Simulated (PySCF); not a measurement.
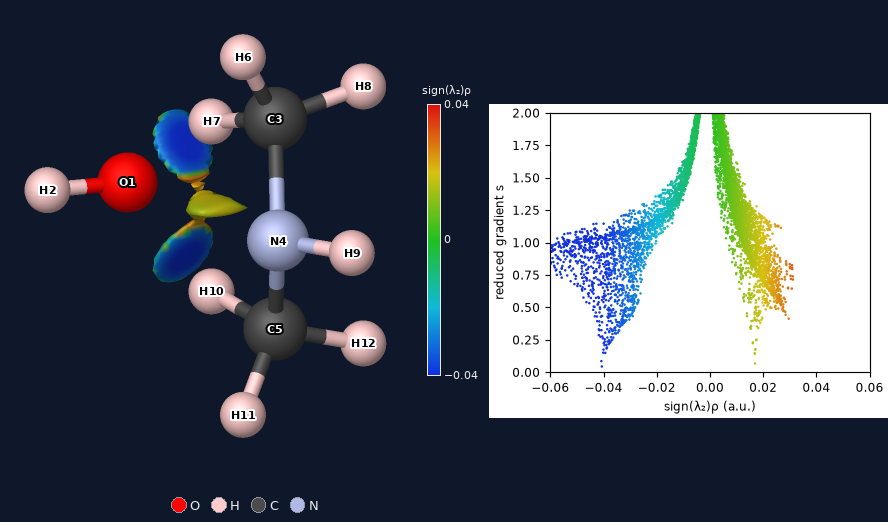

C2H8NO, charge −1, SMILES `[OH-].CNC`. Non-covalent interaction surfaces between the fragments (reduced density gradient s = 0.5, coloured by sign(λ₂)ρ in a.u.; trimmed to the region between the fragments where ρ is under 0.06 a.u.). Fragment A: OH(−1) (atoms 1–2); fragment B: H7C2N. The plot gives s against sign(λ₂)ρ for grid points between the fragments.

Level of theory: HF/def2-SVPD (PySCF), at a geometry from GFN2-xTB.

Cartesian coordinates (Å):

```
O1      -2.0734   -0.0006   -0.0462
H2      -2.3097    0.0009    0.8930
C3       0.5271    1.1990   -0.1285
N4       1.1998    0.0002    0.3439
C5       0.5281   -1.1987   -0.1284
H6       0.7863    2.0414    0.5196
H7      -0.5752    0.9692   -0.0775
H8       0.7788    1.4671   -1.1681
H9       2.1838    0.0008    0.0620
H10     -0.5743   -0.9699   -0.0775
H11      0.7880   -2.0409    0.5198
H12      0.7800   -1.4668   -1.1680
```

**Which interactions hold the two fragments together?**

Bond critical points between the fragments: O1···H7, weak C–H hydrogen bond, 1.78 Å, ρ = 0.041 a.u.; O1···H10, weak C–H hydrogen bond, 1.78 Å, ρ = 0.041 a.u. The strongest appears blue (attractive, sign(λ₂)ρ well below zero). Several contacts close a ring, whose ring point adds a part with positive λ₂ between them. The pose is a local one from a semi-empirical search, not shown to be the most stable. With a charged fragment, long-range electrostatics, which these surfaces don't show, weighs heavily in the interaction energy.

**How strongly are they bound?**

The counterpoise-corrected interaction energy of the frozen fragments is −3.5 kcal/mol without dispersion correction and −8.0 kcal/mol with D3(BJ). The pair geometry is semi-empirical, not a minimum at this level.
